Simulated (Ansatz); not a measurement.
**triplet BClH3N at 4 levels**

Aim: a comparison of 4 runs (UHF/STO-3G, UHF/3-21G, UHF/aug-cc-pVDZ, UB3LYP/6-31G*) of triplet BClH3N. 

Program for the calculation: Ansatz 0.2.0.

## 1. The system as given

The species is BClH3N (6 atoms), typed as a triplet with charge 0. As SMILES of the parent species, `NBCl`. Geometry: relaxed at PBE0-D4/def2-TZVP. That shape belongs to the parent species and isn't relaxed for this state.

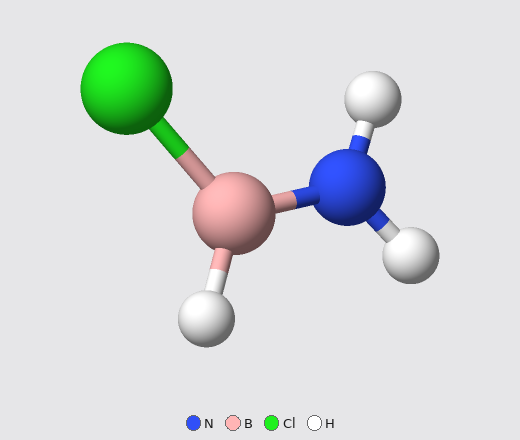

The structure, seen from a chosen angle (nitrogen blue, boron pink, chlorine green, hydrogen white).

## 2. A single-point energy at UHF/STO-3G (run 1)

input.yaml reads:

```yaml
crystal:
  periodic: [false, false, false]
  atoms:
    - {symbol: "N", position_ang: [-0.395600, -0.007800, -0.658000]}
    - {symbol: B, position_ang: [0.369600, -0.158900, 0.483700]}
    - {symbol: Cl, position_ang: [0.529900, 1.189300, 1.616000]}
    - {symbol: H, position_ang: [-0.511800, -0.749300, -1.326600]}
    - {symbol: H, position_ang: [-0.878600, 0.844500, -0.888200]}
    - {symbol: H, position_ang: [0.928800, -1.181900, 0.727100]}
basis:
  gaussian:
    orbitals: STO-3G
magnetization:
  spin_polarized: true
  initial_magnetization: 2
hamiltonian:
  xc: hf
output: {orbitals: {seedname: orbitals}}
accuracy: high
```

On the command line:

```
$ ansatz run input.yaml --threads 1 --pin off --max-ram 2610MiB --events-out events.jsonl --progress --plain --runs-dir runs
```

The program printed:

```text
Warning: RAYON_NUM_THREADS=1 ignored (pool sized by the plan → 1); use --threads N
Functional definition: HF
  name "HF"
  exchange = exact_x
  correlation = 0
398 factors; integrals over basis functions are off by at most 1.1e-8 eV
mean field evaluation 1: about -14537.1480 eV, gradient 1.3e1 eV
mean field evaluation 2: about -14537.2466 eV, gradient 1.3e1 eV
mean field evaluation 4: about -14538.5311 eV, gradient 1.1e0 eV
mean field evaluation 8: about -14538.5550 eV, gradient 1.5e-2 eV
mean field -14538.55503746 eV, -534.2820430402 hartree, gradient 9.0e-8 eV, S^2 2.020404; 0 other end points of the search recorded, 0 dependent functions left out
reference -14538.55503746 eV, -534.2820430402 hartree; 17, 15 occupied and 5, 7 virtual orbitals, 398 factors
Total energy: -14538.55503746 eV, -534.2820430402 hartree
```

It took 0.3 s on 1 thread of Arm Neoverse N1, shared host.

## 3. The energy at UHF/3-21G (run 2)

in.yaml reads:

```yaml
crystal:
  periodic: [false, false, false]
  atoms:
    - {symbol: N, position_ang: [-0.395600, -0.007800, -0.658000]}
    - {symbol: B, position_ang: [0.369600, -0.158900, 0.483700]}
    - {symbol: Cl, position_ang: [0.529900, 1.189300, 1.616000]}
    - {symbol: H, position_ang: [-0.511800, -0.749300, -1.326600]}
    - {symbol: H, position_ang: [-0.878600, 0.844500, -0.888200]}
    - {symbol: H, position_ang: [0.928800, -1.181900, 0.727100]}
basis:
  gaussian: {orbitals: 3-21G.json}
magnetization: {spin_polarized: true, initial_magnetization: 2}
hamiltonian: {xc: hf}
accuracy: high
output: {orbitals: {seedname: orbitals}}
```

The basis set 3-21G is read from a file made from the Basis Set Exchange's data (not shown).

On the command line:

```
$ ansatz run in.yaml --threads 1 --pin off --max-ram 2610MiB --events-out events.jsonl --progress --plain --runs-dir runs
```

The program printed:

```text
Warning: RAYON_NUM_THREADS=1 ignored (pool sized by the plan → 1); use --threads N
[... 4 set-up lines as earlier in the session ...]
844 factors; integrals over basis functions are off by at most 7.0e-9 eV
mean field evaluation 1: about -14626.9644 eV, gradient 1.2e1 eV
mean field evaluation 2: about -14627.2446 eV, gradient 1.2e1 eV
mean field evaluation 4: about -14628.6171 eV, gradient 1.6e0 eV
mean field evaluation 8: about -14628.7361 eV, gradient 2.7e-3 eV
mean field evaluation 16: about -14628.7361 eV, gradient 2.3e-8 eV
mean field evaluation 32: about -14623.4596 eV, gradient 4.7e0 eV
mean field evaluation 64: about -14626.7792 eV, gradient 2.1e0 eV
mean field -14628.73610161 eV, -537.5961360208 hartree, gradient 3.2e-8 eV, S^2 2.020942; 0 other end points of the search recorded, 0 dependent functions left out
reference -14628.73610161 eV, -537.5961360208 hartree; 17, 15 occupied and 20, 22 virtual orbitals, 844 factors
Total energy: -14628.73610161 eV, -537.5961360208 hartree
```

Wall time 1 s (1 thread of Arm Neoverse N1, shared host); peak memory 0.12 GiB.

Run 3 isn't shown in full; the table further down has it.

## 4. A single-point energy at UB3LYP/6-31G(d) (spherical functions) (run 4)

input.yaml, as its differences from that of step 2:

```diff
@@ -3,3 +3,3 @@
   atoms:
-    - {symbol: "N", position_ang: [-0.395600, -0.007800, -0.658000]}
+    - {symbol: N, position_ang: [-0.395600, -0.007800, -0.658000]}
     - {symbol: B, position_ang: [0.369600, -0.158900, 0.483700]}
@@ -11,3 +11,3 @@
   gaussian:
-    orbitals: STO-3G
+    orbitals: 6-31Gs-spherical.json
 magnetization:
@@ -16,4 +16,4 @@
 hamiltonian:
-  xc: hf
+  xc: {name: B3LYP}
+accuracy: high
 output: {orbitals: {seedname: orbitals}}
-accuracy: high
```

The basis set 6-31G* is read from a file made from the Basis Set Exchange's data (not shown).

On the command line:

```
$ ansatz run input.yaml --threads 1 --pin off --max-ram 2610MiB --events-out events.jsonl --progress --plain --runs-dir runs
```

The program printed:

```text
Warning: RAYON_NUM_THREADS=1 ignored (pool sized by the plan → 1); use --threads N
Functional definition: B3LYP
  name "B3LYP"
  parameter a0 = 0.2
  parameter ax = 0.72
  parameter ac = 0.81
  exchange = (1 - a0 - ax)*slater_x + ax*b88_x + a0*exact_x
  correlation = (1 - ac)*vwn_rpa_c + ac*lyp_c
1156 factors; integrals over basis functions are off by at most 3.3e-9 eV
mean field evaluation 1: about -14724.4107 eV, gradient 4.2e1 eV
mean field evaluation 2: about -14691.2427 eV, gradient 8.1e1 eV
mean field evaluation 4: about -14730.9098 eV, gradient 2.1e1 eV
mean field evaluation 8: about -14733.5056 eV, gradient 3.3e-1 eV
mean field evaluation 16: about -14733.6471 eV, gradient 9.6e-4 eV
mean field evaluation 32: about -14733.6471 eV, gradient 2.2e-7 eV
mean field -14733.64713990 eV, -541.4515455665 hartree, gradient 3.3e-8 eV, S^2 2.006322; 5 other end points of the search recorded, 0 dependent functions left out
reference -14733.64717275 eV, -541.4515467738 hartree; 17, 15 occupied and 35, 37 virtual orbitals, 1156 factors
Total energy: -14733.64717275 eV, -541.4515467738 hartree
```

It took 17 s on 1 thread of Arm Neoverse N1, shared host; peak memory 0.21 GiB.

## 5. The series

| run | level | energy (Eh) | HOMO energy (eV) | LUMO energy (eV) | ⟨S²⟩ | wall time |
| --- | --- | --- | --- | --- | --- | --- |
| 1 | UHF/STO-3G | -534.282043 | -3.09 | 2.18 | 2.020 | 0.3 s |
| 2 | UHF/3-21G | -537.596136 | -5.03 | -0.70 | 2.021 | 1 s |
| 3 | UHF/aug-cc-pVDZ | -540.274591 | -5.04 | -1.15 | 2.023 | 39 s |
| 4 | UB3LYP/6-31G* (spherical functions) | -541.451547 | -1.60 | – | 2.006 | 17 s |

## 6. Summary of results

| quantity | value |
| --- | --- |
| run 4: total energy | -541.45155 Eh |
| run 4: HOMO energy (highest over α and β) | -1.60 eV |
| run 4: ⟨S²⟩ | 2.006 |

**Reading.** All runs together took 57 s, the longest 39 s.
